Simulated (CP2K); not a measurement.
# CH6BFOSi (SMILES OB([SiH3])CF) at GFN2-xTB

What is the vertical electron affinity of CH6BFOSi at GFN2-xTB? 

The results are computed with CP2K 2026.2.

4 further runs of the same task are left out: 1 that didn't finish, 3 set aside as unsound or not needed.

### 1 The system as given

CH6BFOSi has 11 atoms, charge 0, and is taken as a singlet. As SMILES, `OB([SiH3])CF`. The shape is that of a GFN2-xTB optimisation. This is one conformer, not always the lowest.

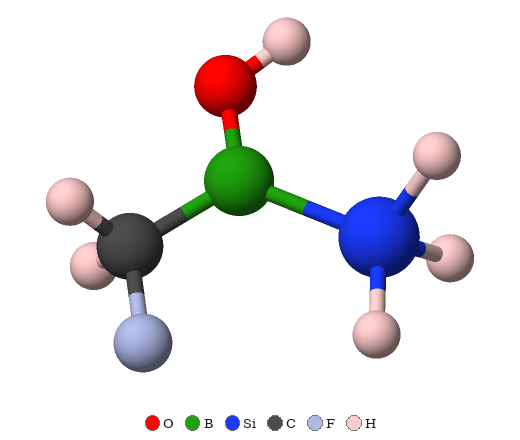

The structure, seen from a chosen angle (oxygen red, boron green, silicon blue, carbon dark grey, fluorine light blue, hydrogen pink).

### 2 Energy and forces at GFN2-xTB

Contents of job.inp:

```
&GLOBAL
  PROJECT job
  RUN_TYPE ENERGY_FORCE
  PRINT_LEVEL MEDIUM
&END GLOBAL

&FORCE_EVAL
  METHOD Quickstep
  &DFT
    &QS
      METHOD XTB
      EPS_DEFAULT 1.0E-10
      &XTB
        GFN_TYPE TBLITE
        &TBLITE
          METHOD GFN2
        &END TBLITE
        CHECK_ATOMIC_CHARGES F
      &END XTB
    &END QS
    &POISSON
      PERIODIC NONE
      POISSON_SOLVER ANALYTIC
    &END POISSON
    &SCF
      SCF_GUESS ATOMIC
      EPS_SCF 1.0E-07
      MAX_SCF 150
      ADDED_MOS 4
      &DIAGONALIZATION
        ALGORITHM STANDARD
      &END DIAGONALIZATION
      &MIXING
        METHOD DIRECT_P_MIXING
        ALPHA 0.4
      &END MIXING
      &SMEAR ON
        METHOD FERMI_DIRAC
        ELECTRONIC_TEMPERATURE [K] 300
      &END SMEAR
    &END SCF
    &PRINT
      &MOMENTS
        PERIODIC F
        REFERENCE COM
        MAX_MOMENT 1
      &END MOMENTS
      &MO ON
        ENERGIES T
        OCCUPATION_NUMBERS T
        NDIGITS 6
        &EACH
          QS_SCF 0
        &END EACH
        ADD_LAST NUMERIC
      &END MO
      &HIRSHFELD OFF
      &END HIRSHFELD
    &END PRINT
  &END DFT
  &SUBSYS
    &CELL
      ABC 12.3 12.1 12.7
      PERIODIC NONE
    &END CELL
    &COORD
      SCALED T
      O    0.34609919   0.53442769   0.52086457
      B    0.44817724   0.49660620   0.52033150
      Si   0.56346829   0.54942521   0.42339528
      C    0.46880000   0.40216322   0.60626693
      F    0.57569431   0.36546322   0.60879213
      H    0.32625285   0.59111033   0.47180157
      H    0.56738293   0.67137645   0.42235118
      H    0.67374715   0.51076653   0.44452598
      H    0.53784797   0.51956157   0.31359843
      H    0.41899593   0.32862355   0.59146142
      H    0.45034309   0.43022851   0.68640157
    &END COORD
  &END SUBSYS
  &PRINT
    &FORCES ON
    &END FORCES
  &END PRINT
&END FORCE_EVAL
```

Run with:

```
$ OMP_NUM_THREADS=1 cp2k.psmp -i job.inp > job.out 2>&1
```

The log of the run:

```text
CP2K| version string:                                       CP2K version 2026.2
[...]
 GLOBAL| Method name                                                        CP2K
[...]
 GLOBAL| Run type                                                   ENERGY_FORCE
[...]
                             - Atoms:                                         11
[...]
                             - Spherical basis functions:                     31
[...]
 Number of electrons:                                                         30
[...]
  *** SCF run converged in    17 steps ***
[...]
  Fermi energy:                                                -0.27637629913102
[...]
 TB_DIPOLE| Moment [Debye]         -2.06196943       1.68870656      -1.07328754
 TB_DIPOLE| Derivative [a.u.]       0.00000000       0.00000000       0.00000000
[...]
 ENERGY| Total FORCE_EVAL ( QS ) energy [hartree]            -16.978875027233194
 FORCES| Atomic forces [hartree/bohr]
 FORCES|   Atom     x               y               z               |f|
 FORCES|      1 -7.67977284E-05 -6.99866858E-05  5.30870534E-05   1.16680172E-04
 FORCES|      2  4.88291381E-05  1.01469140E-05  3.24062010E-05   5.94760998E-05
 FORCES|      3 -3.95364633E-05  3.91678609E-06  2.61969853E-05   4.75894440E-05
 FORCES|      4 -9.26783494E-05  6.91654268E-05  3.16787522E-04   3.37235032E-04
 FORCES|      5 -3.71627019E-05 -9.66816580E-05 -6.90319084E-05   1.24474149E-04
 FORCES|      6 -2.22902692E-05  9.79207633E-05 -8.64206467E-05   1.32490981E-04
 FORCES|      7 -2.04110241E-05 -8.89837001E-06 -2.13443165E-05   3.08442984E-05
 FORCES|      8  4.04054557E-05  2.03137564E-05  3.62272254E-05   5.79453312E-05
 FORCES|      9  1.93195136E-05 -2.73788233E-05 -2.24937303E-06   3.35842708E-05
 FORCES|     10  1.02057896E-04  1.24064404E-04  4.99959350E-05   1.68247984E-04
 FORCES|     11  7.82645328E-05 -1.22582514E-04 -3.35654677E-04   3.65808518E-04
 FORCES| Sum     2.10118381E-16 -6.24771502E-17  3.77844457E-17
 FORCES| Total atomic force                                       2.22442785E-16
[...]
```

Run time: 0.24 s. Hardware: 1 thread of Arm Neoverse V2, shared host.

### 3 The doublet anion, same level

Contents of calc.inp:

```
&FORCE_EVAL
   METHOD QS
   &DFT
      CHARGE -1
      MULTIPLICITY 2
      UKS T
      &QS
         METHOD XTB
         EPS_DEFAULT 1.0E-10
         &XTB
            GFN_TYPE TBLITE
            &TBLITE
               METHOD GFN2
            &END TBLITE
            CHECK_ATOMIC_CHARGES F
         &END XTB
      &END QS
      &POISSON
         PERIODIC NONE
         POISSON_SOLVER ANALYTIC
      &END POISSON
      &SCF
         SCF_GUESS ATOMIC
         EPS_SCF 1.0E-07
         MAX_SCF 150
         ADDED_MOS 2
         &DIAGONALIZATION
            ALGORITHM STANDARD
         &END DIAGONALIZATION
         &MIXING
            METHOD DIRECT_P_MIXING
            ALPHA 0.4
         &END MIXING
      &END SCF
      &PRINT
         &MOMENTS
            PERIODIC F
            REFERENCE COM
            MAX_MOMENT 1
         &END MOMENTS
         &MO ON
            ENERGIES T
            OCCUPATION_NUMBERS T
            NDIGITS 6
            &EACH
               QS_SCF 0
            &END EACH
            ADD_LAST NUMERIC
         &END MO
         &HIRSHFELD OFF
         &END HIRSHFELD
      &END PRINT
   &END DFT
   &SUBSYS
      &CELL
         ABC 12.3 12.1 12.7
         PERIODIC NONE
      &END CELL
      &COORD
         SCALED T
         O    0.34609919   0.53442769   0.52086457
         B    0.44817724   0.49660620   0.52033150
         Si   0.56346829   0.54942521   0.42339528
         C    0.46880000   0.40216322   0.60626693
         F    0.57569431   0.36546322   0.60879213
         H    0.32625285   0.59111033   0.47180157
         H    0.56738293   0.67137645   0.42235118
         H    0.67374715   0.51076653   0.44452598
         H    0.53784797   0.51956157   0.31359843
         H    0.41899593   0.32862355   0.59146142
         H    0.45034309   0.43022851   0.68640157
      &END COORD
   &END SUBSYS
   &PRINT
      &FORCES ON
      &END FORCES
   &END PRINT
&END FORCE_EVAL

&GLOBAL
   PROJECT calc
   RUN_TYPE ENERGY_FORCE
   PRINT_LEVEL MEDIUM
&END GLOBAL
```

Run with:

```
$ OMP_NUM_THREADS=1 cp2k.psmp calc.inp > calc.out
```

The log of the run:

```text
CP2K| version string:                                       CP2K version 2026.2
[...]
 GLOBAL| Method name                                                        CP2K
[...]
 GLOBAL| Run type                                                   ENERGY_FORCE
[...]
                             - Atoms:                                         11
[...]
                             - Spherical basis functions:                     31
[...]
 Number of electrons:                                                         16
[...]
  *** SCF run converged in    17 steps ***
[...]
  Fermi energy:                                                 0.00728565571479
[...]
 TB_DIPOLE| Moment [Debye]         -2.42465219      -0.53725147       1.42850514
 TB_DIPOLE| Derivative [a.u.]       0.00000000       0.00000000       0.00000000
[...]
 ENERGY| Total FORCE_EVAL ( QS ) energy [hartree]            -17.100309627815992
 FORCES| Atomic forces [hartree/bohr]
 FORCES|   Atom     x               y               z               |f|
 FORCES|      1 -8.11331695E-02  2.34775916E-02  6.04352420E-03   8.46776989E-02
 FORCES|      2  9.53607813E-02 -3.92277843E-03 -2.92534928E-02   9.98240133E-02
 FORCES|      3 -3.61990794E-02 -2.43029910E-02  4.73243054E-02   6.43474833E-02
 FORCES|      4 -5.21257563E-03  1.51849258E-03  4.27582225E-04   5.44606197E-03
 FORCES|      5  5.73284710E-03 -5.75880893E-03  3.92586611E-03   9.02451333E-03
 FORCES|      6  7.19913457E-03 -2.31075832E-03  5.30027393E-05   7.56108140E-03
 FORCES|      7  3.84702221E-03  1.55136028E-02 -1.06235675E-02   1.91919681E-02
 FORCES|      8  7.36417585E-03 -8.83856943E-04 -3.37722448E-03   8.14971989E-03
 FORCES|      9  4.42019780E-03  4.31809373E-03 -2.24096410E-02   2.32459909E-02
 FORCES|     10 -1.22322776E-03 -6.05181183E-03  2.18249877E-03   6.54858867E-03
 FORCES|     11 -1.56106573E-04 -1.59677534E-03  5.70714635E-03   5.92837079E-03
 FORCES| Sum    -2.91650384E-17 -5.50774704E-17 -1.50920942E-16
 FORCES| Total atomic force                                       1.63282755E-16
[...]
```

Wall time 0.26 s (1 thread of Arm Neoverse V2, shared host).

### 4 Outcome

Level: GFN2-xTB.

| quantity | value |
| --- | --- |
| singlet CH6BFOSi: total energy | -16.97888 Eh |
| singlet CH6BFOSi: dipole moment (from atomic charges alone) | 2.87 D |
| singlet CH6BFOSi: HOMO energy | -10.20 eV |
| singlet CH6BFOSi: LUMO energy | -6.62 eV |
| singlet CH6BFOSi: HOMO–LUMO gap | 3.58 eV |
| singlet CH6BFOSi: largest force on an atom | 0.019 eV/Å |
| doublet anion: total energy | -17.10031 Eh |
| doublet anion: HOMO energy (highest over α and β) | 0.00 eV |
| doublet anion: LUMO energy (lowest over α and β) | 0.40 eV |
| doublet anion: largest force on an atom | 5.133 eV/Å |
| vertical electron affinity (to the doublet anion) | 3.304 eV |

At fixed nuclei the extra electron is bound by 3.30 eV (319 kJ/mol). A minimal valence basis can't be trusted even for the sign of an electron affinity. xTB total energies overstate such differences by several eV unless an empirical shift is taken off; none is applied here. The dipole (singlet CH6BFOSi) comes from point charges on the atoms alone, without atomic dipoles, so it is partial.
